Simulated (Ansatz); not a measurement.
Consider AlBH$_{6}$.

Input file:

```
crystal:
  lattice:
    - [3.40356954, 0.0, 0.0]
    - [0.0, 3.40356954, 0.0]
    - [0.0, 0.0, 6.79461237]
  atoms:
    - { symbol: Al, position: [0.0, 0.0, 0.0] }
    - { symbol: B, position: [0.0, 0.0, 0.5] }
    - { symbol: H, position: [0.5, 0.5, 0.0] }
    - { symbol: H, position: [0.5, 0.5, 0.5] }
    - { symbol: H, position: [0.5, 0.0, 0.25699113] }
    - { symbol: H, position: [0.5, 0.0, 0.74300887] }
    - { symbol: H, position: [0.0, 0.5, 0.25699113] }
    - { symbol: H, position: [0.0, 0.5, 0.74300887] }
kpoints:
  mp_grid: { grid: [6, 6, 4] }
hamiltonian:
  xc: pbesol
scf:
  occupations: { method: fermi_dirac, width: 0.03 }
relax:
  f_tol: 0.01
  cell: {}
  max_steps: 120
output:
  write_density: true
  write_potential: true
  elf: true
  volumetric_format: npy
```

Run with:

```sh
ansatz run input.yaml --threads 4 --pin off --max-ram 4608MiB --backend cpu --events-out ev --progress --plain --runs-dir out
```

Below, planes, directions and counts refer to the conventional cell (a = 2.89 Å, b = 2.89 Å, c = 4.64 Å, α = 90.00°, β = 90.00°, γ = 90.00°).

The fields are those of the run's last geometry, not of the input's.

Space group P4/mmm; a structure from a database of computed crystals, not necessarily the ambient phase; started from the AlSiNi6-123 prototype, which need not be the ambient phase.

Computed with DFT, PBEsol, plane waves, PAW (Ansatz 0.2.0).

Question: What will maps of the valence pseudo-density and electron localisation function show?

Answer: Al–H (2.05 Å): ρ at the midpoint is about 0.24 e/Å³; the ELF climbs to about 1 towards the hydrogen.
Al–B (2.32 Å): the density is about 0.34 e/Å³ at the midpoint; the ELF peaks at about 0.75 in the valence shell of B, 0.8 Å from its nucleus, and is about 0.65 at the midpoint.

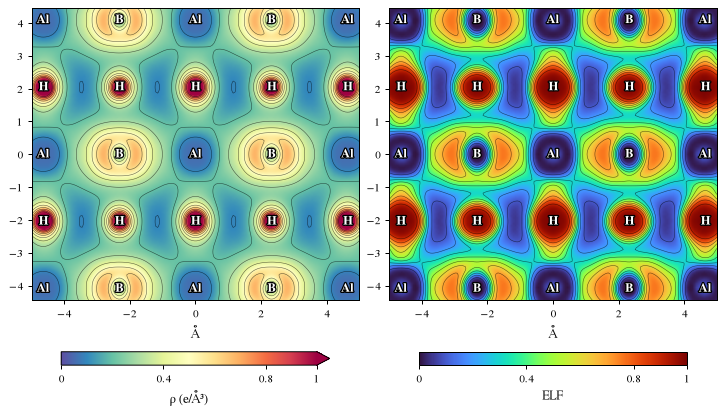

Computed valence pseudo-density and electron localisation function on the (110) plane of the conventional cell, in this order. 

Core electrons are frozen (PAW), and the valence fields are smoothed inside the atomic spheres.
